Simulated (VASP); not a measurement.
Band structure of HgTe (zinc blende). All values below come from PBE GGA with D4 dispersion, VASP's PBE PAW potentials (set 64) (plane waves; VASP).

Unless said otherwise, spin-orbit coupling is left out, though it shifts the bands of the heavy elements here.

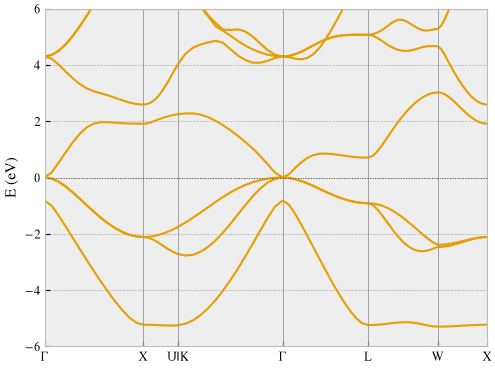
*Bands along high-symmetry lines, zero at the valence-band maximum or, without a gap, the Fermi level*

Task: Read the plot: is there a gap, and where are the band edges?

Result: It has no gap at this level: it comes out as a metal or semimetal. (Edges off the drawn lines would not show.)

The compound is HgTe in the zinc blende structure. It was relaxed first.
